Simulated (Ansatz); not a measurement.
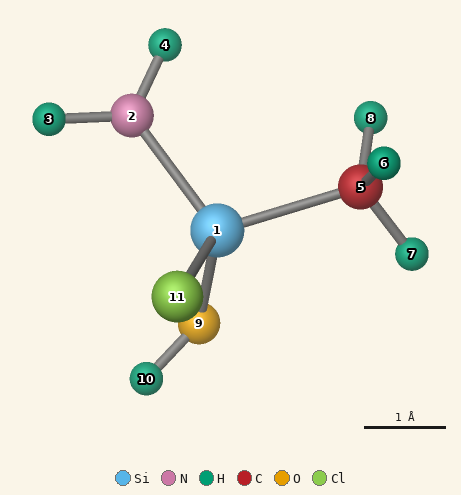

The starting structure (ball-and-stick view, seen on its broad side; atoms are numbered from 1 in the order of the input). Bond lengths as drawn: Cl–Si 2.13 Å, C–H 1.11 Å, C–Si 1.87 Å, H–N 1.06 Å, H–O 1.01 Å, N–Si 1.82 Å and O–Si 1.68 Å.

Geometry relaxation of CH₆ClNOSi (part 1 of 2)

The run: geometry relaxation of CH₆ClNOSi. Method and program: RKS PBE/cc-pVDZ (Ansatz 0.2.0).

It belongs to a series of runs on one base structure; here: start relaxed. Figures and captions count atoms from 1; the log counts them from 0 in places.

Input file:
```yaml
crystal:
  periodic: [false, false, false]
  atoms:
    - { symbol: Si, position_ang: [0.0, 0.0, 0.0] }
    - { symbol: "N", position_ang: [0.0, 0.0, 1.82] }
    - { symbol: H, position_ang: [-0.877, -0.2713, 2.35] }
    - { symbol: H, position_ang: [0.877, 0.2713, 2.35] }
    - { symbol: C, position_ang: [1.7634, 0.0, -0.6227] }
    - { symbol: H, position_ang: [2.1111, -1.0463, -0.7509] }
    - { symbol: H, position_ang: [1.8119, 0.5276, -1.5981] }
    - { symbol: H, position_ang: [2.4154, 0.5187, 0.1108] }
    - { symbol: O, position_ang: [-0.7913, 1.3709, -0.5594] }
    - { symbol: H, position_ang: [-1.7491, 1.1401, -0.7818] }
    - { symbol: Cl, position_ang: [-1.0032, -1.7381, -0.7093] }
basis:
  gaussian: { orbitals: cc-pVDZ }
hamiltonian:
  xc: pbe
relax:
  f_tol: 0.02
  max_steps: 40
output:
  orbitals: {}
```

Run on 2 threads of Intel Xeon (Sapphire Rapids), 32 GiB of memory available, shared host.

Run as:
```bash
ansatz run input.yaml --threads 2 --pin off --max-ram 3072MiB --backend cpu --events-out ev --progress --plain --runs-dir out
```

Log:
```
The last accepted step is kept in [file] (removed where the run ends without a failure and the disk answers)
Engine: ansatz 0.2.0, x86_64-unknown-linux-gnu
Functional definition: PBE
  parameter kappa = 0.804
  parameter beta = 0.06672455060314922
  exchange = pbe_x(kappa = kappa, mu = beta*pi^2/3)
  correlation = pbe_c(beta = beta)
1363 factors; their error is unknown
mean field evaluation 1: about -25044.8472 eV, gradient 8.9e1 eV
mean field evaluation 2: about -24997.2099 eV, gradient 1.6e2 eV
mean field evaluation 4: about -25060.6487 eV, gradient 1.2e1 eV
mean field evaluation 8: about -25060.9771 eV, gradient 7.4e-2 eV
mean field evaluation 16: about -25060.9210 eV, gradient 5.2e-5 eV
mean field -25060.92103394 eV, -920.9718610948 hartree, gradient 5.2e-5 eV, S^2 0.000000; 0 other end points of the search recorded, 0 dependent functions left out
the calculation of the forces begins
reference -25060.92107094 eV, -920.9718624548 hartree; 29, 29 occupied and 79, 79 virtual orbitals, 1363 factors
relax step   1: F+E_penalty+E_count = -25060.92103394 eV  Δ(F+E_penalty+E_count) = +0.000e0 eV  max|allowed force component| = 2.327e0 eV/Å  Δτ_max = 0.0000 Å  (28 SCF iters, accepted)
these checks for a lower state are left out or cut short: starts, cluster_reference, orbital_swaps, neighbouring_geometries, increment
1363 factors; their error is unknown
mean field -25061.14405122 eV, -920.9800568287 hartree, gradient 9.5e-6 eV, S^2 0.000000; 0 other end points of the search recorded, 0 dependent functions left out
[... from here on the field's lines of each further geometry are left out, up to the last ...]
relax step   2: F+E_penalty+E_count = -25061.14405122 eV  Δ(F+E_penalty+E_count) = -2.230e-1 eV  max|allowed force component| = 1.221e0 eV/Å  Δτ_max = 0.1240 Å  (29 SCF iters, accepted)
relax step   3: F+E_penalty+E_count = -25061.19398419 eV  Δ(F+E_penalty+E_count) = -4.993e-2 eV  max|allowed force component| = 2.039e-1 eV/Å  Δτ_max = 0.0775 Å  (30 SCF iters, accepted)
relax step   4: F+E_penalty+E_count = -25061.19987048 eV  Δ(F+E_penalty+E_count) = -5.886e-3 eV  max|allowed force component| = 8.711e-2 eV/Å  Δτ_max = 0.0342 Å  (30 SCF iters, accepted)
relax step   5: F+E_penalty+E_count = -25061.20948573 eV  Δ(F+E_penalty+E_count) = -9.615e-3 eV  max|allowed force component| = 9.991e-2 eV/Å  Δτ_max = 0.0950 Å  (27 SCF iters, accepted)
relax step   6: F+E_penalty+E_count = -25061.16016035 eV  Δ(F+E_penalty+E_count) = +4.933e-2 eV  max|allowed force component| = 1.159e0 eV/Å  Δτ_max = 0.1976 Å  (35 SCF iters, rejected (line search))
relax step   7: F+E_penalty+E_count = -25061.22680994 eV  Δ(F+E_penalty+E_count) = -1.732e-2 eV  max|allowed force component| = 4.274e-1 eV/Å  Δτ_max = 0.0988 Å  (28 SCF iters, accepted)
relax step   8: F+E_penalty+E_count = -25061.23569037 eV  Δ(F+E_penalty+E_count) = -8.880e-3 eV  max|allowed force component| = 4.874e-1 eV/Å  Δτ_max = 0.0976 Å  (29 SCF iters, accepted)
relax step   9: F+E_penalty+E_count = -25061.24284405 eV  Δ(F+E_penalty+E_count) = -7.154e-3 eV  max|allowed force component| = 5.600e-1 eV/Å  Δτ_max = 0.1500 Å  (27 SCF iters, accepted)
relax step  10: F+E_penalty+E_count = -25061.24557177 eV  Δ(F+E_penalty+E_count) = -2.728e-3 eV  max|allowed force component| = 6.751e-1 eV/Å  Δτ_max = 0.1727 Å  (28 SCF iters, accepted)
relax step  11: F+E_penalty+E_count = -25061.25323576 eV  Δ(F+E_penalty+E_count) = -7.664e-3 eV  max|allowed force component| = 2.187e-1 eV/Å  Δτ_max = 0.0967 Å  (30 SCF iters, accepted)
relax step  12: F+E_penalty+E_count = -25061.26183996 eV  Δ(F+E_penalty+E_count) = -8.604e-3 eV  max|allowed force component| = 1.044e-1 eV/Å  Δτ_max = 0.1653 Å  (28 SCF iters, accepted)
relax step  13: F+E_penalty+E_count = -25061.26246781 eV  Δ(F+E_penalty+E_count) = -6.278e-4 eV  max|allowed force component| = 8.410e-1 eV/Å  Δτ_max = 0.0907 Å  (28 SCF iters, accepted)
relax step  14: F+E_penalty+E_count = -25061.26789288 eV  Δ(F+E_penalty+E_count) = -5.425e-3 eV  max|allowed force component| = 7.006e-1 eV/Å  Δτ_max = 0.0362 Å  (29 SCF iters, accepted)
relax step  15: F+E_penalty+E_count = -25061.13393923 eV  Δ(F+E_penalty+E_count) = +1.340e-1 eV  max|allowed force component| = 2.081e0 eV/Å  Δτ_max = 0.1992 Å  (35 SCF iters, rejected (line search))
relax step  16: F+E_penalty+E_count = -25061.28245797 eV  Δ(F+E_penalty+E_count) = -1.457e-2 eV  max|allowed force component| = 2.172e-1 eV/Å  Δτ_max = 0.0994 Å  (29 SCF iters, accepted)
relax step  17: F+E_penalty+E_count = -25061.29059493 eV  Δ(F+E_penalty+E_count) = -8.137e-3 eV  max|allowed force component| = 1.563e-1 eV/Å  Δτ_max = 0.0999 Å  (28 SCF iters, accepted)
relax step  18: F+E_penalty+E_count = -25061.29929582 eV  Δ(F+E_penalty+E_count) = -8.701e-3 eV  max|allowed force component| = 1.581e-1 eV/Å  Δτ_max = 0.1499 Å  (29 SCF iters, accepted)
relax step  19: F+E_penalty+E_count = -25061.18723641 eV  Δ(F+E_penalty+E_count) = +1.121e-1 eV  max|allowed force component| = 2.333e0 eV/Å  Δτ_max = 0.1951 Å  (35 SCF iters, rejected (line search))
relax step  20: F+E_penalty+E_count = -25061.30327859 eV  Δ(F+E_penalty+E_count) = -3.983e-3 eV  max|allowed force component| = 2.796e-2 eV/Å  Δτ_max = 0.0850 Å  (30 SCF iters, accepted)
relax step  21: F+E_penalty+E_count = -25061.30332362 eV  Δ(F+E_penalty+E_count) = -4.504e-5 eV  max|allowed force component| = 1.077e-1 eV/Å  Δτ_max = 0.0634 Å  (28 SCF iters, accepted)
relax step  22: F+E_penalty+E_count = -25061.30410962 eV  Δ(F+E_penalty+E_count) = -7.860e-4 eV  max|allowed force component| = 9.429e-2 eV/Å  Δτ_max = 0.0211 Å  (30 SCF iters, accepted)
relax step  23: F+E_penalty+E_count = -25061.30415748 eV  Δ(F+E_penalty+E_count) = -4.786e-5 eV  max|allowed force component| = 7.464e-2 eV/Å  Δτ_max = 0.0109 Å  (31 SCF iters, accepted)
the calculation of the forces begins
reference -25061.30437250 eV, -920.9859485271 hartree; 29, 29 occupied and 79, 79 virtual orbitals, 1363 factors
relax step  24: F+E_penalty+E_count = -25061.30433622 eV  Δ(F+E_penalty+E_count) = -1.787e-4 eV  max|allowed force component| = 1.607e-2 eV/Å  Δτ_max = 0.0103 Å  (31 SCF iters, accepted)
1363 factors; their error is unknown
mean field evaluation 192: about -25061.3043 eV, gradient 1.5e-1 eV
```

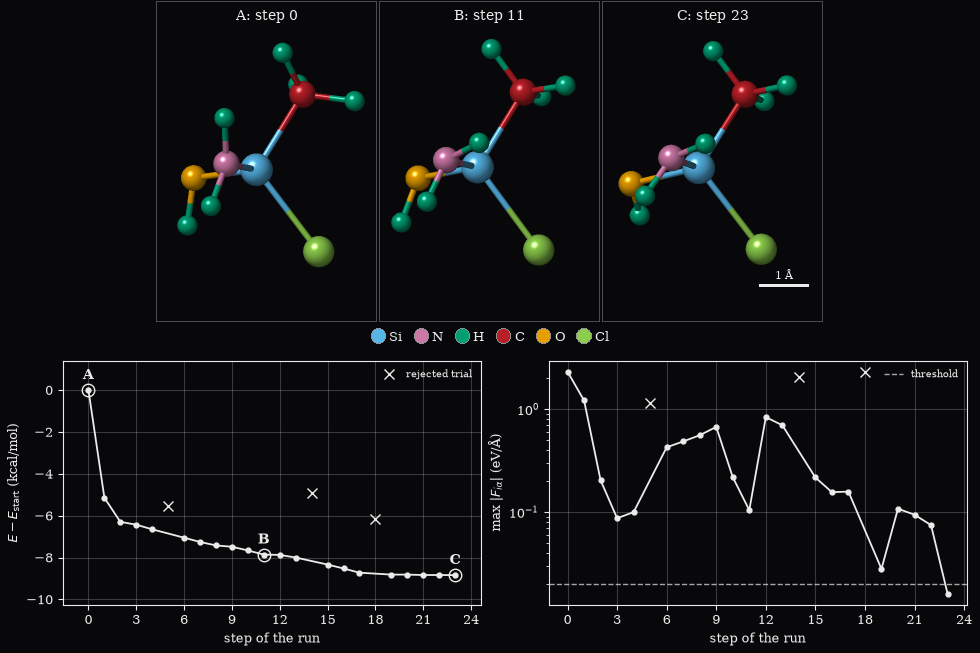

Frames of the relaxation (ball-and-stick view, seen at a tilt) above the curves, on which the letters mark them (the first geometry is step 0 here and step 1 in the log).

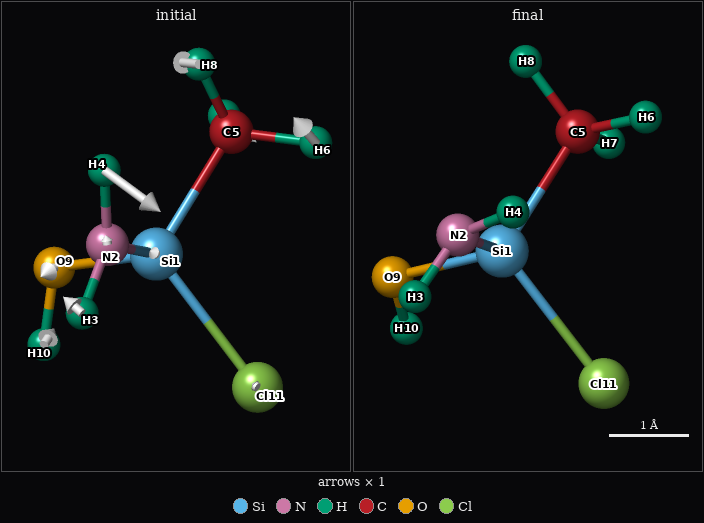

Before (left) and after (right) the relaxation, at one scale (ball-and-stick view, seen at a tilt). The white arrows give the displacements, at true length. H4 moves most after the best rigid fit: 0.92 Å. By element the largest moves are H 0.92 Å, O 0.32 Å, Si 0.13 Å, N 0.12 Å, Cl 0.09 Å, C 0.08 Å. Among the contacts that change: Si1–N2 1.820 → 1.738 Å, O9–H10 1.010 → 0.976 Å, N2–H3 1.060 → 1.026 Å, Si1–O9 1.679 → 1.693 Å. Among the angles that change: H3–N2–H4 120.0° → 109.0°, C5–Si1–O9 109.5° → 114.9°, N2–Si1–Cl11 109.5° → 114.9°. After 23 geometry steps the energy has fallen by 8.84 kcal/mol. The largest force component goes from 2.3 to 0.016 eV/Å. The line search rejected the trial steps at points 5, 14, 18 (counted from 0) and went back. (Atoms are counted from 1 in the order of the input.)

```
mean field -25061.30433622 eV, -920.9859471939 hartree, gradient 1.7e-5 eV, S^2 0.000000; 1 other end points of the search recorded, 0 dependent functions left out
the calculation of the forces begins
reference -25061.30437250 eV, -920.9859485271 hartree; 29, 29 occupied and 79, 79 virtual orbitals, 1363 factors
Total energy: -25061.30437250 eV, -920.9859485271 hartree
Atom 0 at     0.009797     0.051205     0.115845 Å, force    -0.010842    -0.002891     0.000463 eV/Å
Atom 1 at     0.099292     0.060174     1.851373 Å, force     0.004454     0.000769     0.003193 eV/Å
Atom 2 at    -0.800674     0.055338     2.344557 Å, force    -0.000288    -0.000536    -0.001960 eV/Å
Atom 3 at     0.717555    -0.637536     2.279167 Å, force    -0.001125     0.002560    -0.002987 eV/Å
Atom 4 at     1.733788     0.072181    -0.617290 Å, force     0.004808    -0.004325    -0.001173 eV/Å
Atom 5 at     2.321259    -0.801116    -0.267847 Å, force    -0.000109     0.002038    -0.000749 eV/Å
Atom 6 at     1.685065     0.028591    -1.722982 Å, force     0.000235     0.002558     0.000754 eV/Å
Atom 7 at     2.262144     0.999159    -0.316781 Å, force    -0.001589    -0.000601     0.000564 eV/Å
Atom 8 at    -0.951611     1.386287    -0.283552 Å, force     0.011131     0.007004     0.016067 eV/Å
Atom 9 at    -1.527353     1.201980    -1.049407 Å, force    -0.007142    -0.005586    -0.014236 eV/Å
Atom 10 at    -0.991061    -1.643364    -0.724482 Å, force     0.000467    -0.000990     0.000064 eV/Å
Dipole moment:     0.177617    -0.013302     0.122731 e Å
```

Trajectory as extended XYZ (Å, eV, eV/Å), 20 of the 24 frames kept, from step=1 to step=24:
```
11
Properties=species:S:1:pos:R:3:forces:R:3 step=1 energy=-25060.92103
Si    0.0000    0.0000    0.0000    0.5318  -0.2534   2.3271
N     0.0000    0.0000    1.8200   -0.0572  -0.2621  -0.8877
H    -0.8770   -0.2713    2.3500    1.5374   0.4803  -0.4369
H     0.8770    0.2713    2.3500   -1.5192  -0.5241  -0.5202
C     1.7634    0.0000   -0.6227   -0.0454  -0.0363  -0.0292
H     2.1111   -1.0463   -0.7509    0.0472   0.1303   0.0206
H     1.8119    0.5276   -1.5981    0.0663  -0.0485   0.0876
H     2.4154    0.5187    0.1108    0.0445  -0.0143  -0.1097
O    -0.7913    1.3709   -0.5594   -1.7957  -0.2232  -0.8061
H    -1.7491    1.1401   -0.7818    1.2540   0.4996   0.2616
Cl   -1.0032   -1.7381   -0.7093   -0.0638   0.2515   0.0930
11
Properties=species:S:1:pos:R:3:forces:R:3 step=2 energy=-25061.14405
Si    0.0198    0.0411    0.0320   -0.0452  -0.1287   1.2209
N    -0.0063   -0.0147    1.8067    0.3022   0.0685  -0.9174
H    -0.8500   -0.2752    2.3344    0.4379   0.1134  -0.0502
H     0.8533    0.1497    2.3560   -0.6123  -0.1603  -0.1606
C     1.7779    0.0180   -0.6142    0.0033   0.0731   0.0290
H     2.1388   -1.0284   -0.6869   -0.0070   0.0711   0.0244
H     1.8189    0.4832   -1.6211   -0.0025  -0.0368   0.0882
H     2.4518    0.5821    0.0654   -0.0113  -0.0226  -0.0734
O    -0.8248    1.3567   -0.6177   -0.4744  -0.0652  -0.1952
H    -1.7653    1.1148   -0.7972    0.4658   0.1901   0.0791
Cl   -1.0559   -1.6546   -0.6488   -0.0565  -0.1027  -0.0449
11
Properties=species:S:1:pos:R:3:forces:R:3 step=3 energy=-25061.19398
Si   -0.0044    0.0227    0.0438    0.1339   0.1356  -0.1553
N     0.0125   -0.0192    1.7637   -0.0364   0.0332  -0.0854
H    -0.7951   -0.2758    2.3220   -0.1316  -0.0479   0.2039
H     0.8694    0.1015    2.2975    0.0723  -0.0232   0.0961
C     1.7607    0.0262   -0.5832    0.0351  -0.0106  -0.0817
H     2.1539   -1.0103   -0.6162    0.0123   0.0520  -0.0033
H     1.7973    0.4563   -1.6048    0.0123  -0.0437   0.0441
H     2.4228    0.6334    0.0716   -0.0849  -0.0304  -0.0363
O    -0.8133    1.3547   -0.6376    0.1135  -0.1185   0.0520
H    -1.7511    1.1540   -0.8070   -0.1355   0.0402  -0.0356
Cl   -1.0943   -1.6706   -0.6413    0.0089   0.0132   0.0016
11
Properties=species:S:1:pos:R:3:forces:R:3 step=5 energy=-25061.20949
Si    0.0004    0.0275    0.0401    0.0429   0.0338   0.0129
N    -0.0101    0.0003    1.7698   -0.0311   0.0999   0.0836
H    -0.8145   -0.2855    2.3319    0.0452  -0.0096  -0.0698
H     0.8598   -0.0046    2.3042   -0.0083  -0.0407  -0.0297
C     1.7616    0.0281   -0.5936   -0.0146  -0.0045   0.0233
H     2.2084   -0.9819   -0.5234   -0.0020  -0.0265   0.0153
H     1.7816    0.3517   -1.6510   -0.0078   0.0063  -0.0338
H     2.3862    0.7297   -0.0056    0.0126   0.0404   0.0108
O    -0.7921    1.3583   -0.6530   -0.0311  -0.0523   0.0147
H    -1.7526    1.2213   -0.7657    0.0463   0.0101   0.0219
Cl   -1.0707   -1.6721   -0.6451   -0.0521  -0.0570  -0.0493
11
Properties=species:S:1:pos:R:3:forces:R:3 step=6 energy=-25061.16016 accepted=F
Si   -0.0022    0.0271    0.0307   -0.0267   0.0073   0.0140
N    -0.0393    0.0710    1.7693    1.1191  -0.3382   1.1587
H    -0.8203   -0.3046    2.3271    0.0665   0.0846  -0.3541
H     0.8575   -0.1933    2.2768   -1.1446   0.3512  -0.8203
C     1.7602    0.0342   -0.5908    0.6050   0.0362  -0.1728
H     2.2856   -0.9389   -0.3527   -0.3145   0.6319  -0.1700
H     1.7586    0.1880   -1.7104    0.0563  -0.1052   0.6945
H     2.3297    0.8878   -0.1099   -0.3194  -0.5498  -0.3413
O    -0.7638    1.3515   -0.6949   -0.9792   0.0694   0.0107
H    -1.7610    1.3329   -0.6764    1.0088  -0.0472   0.0309
Cl   -1.0468   -1.6827   -0.6602   -0.0713  -0.1401  -0.0504
```
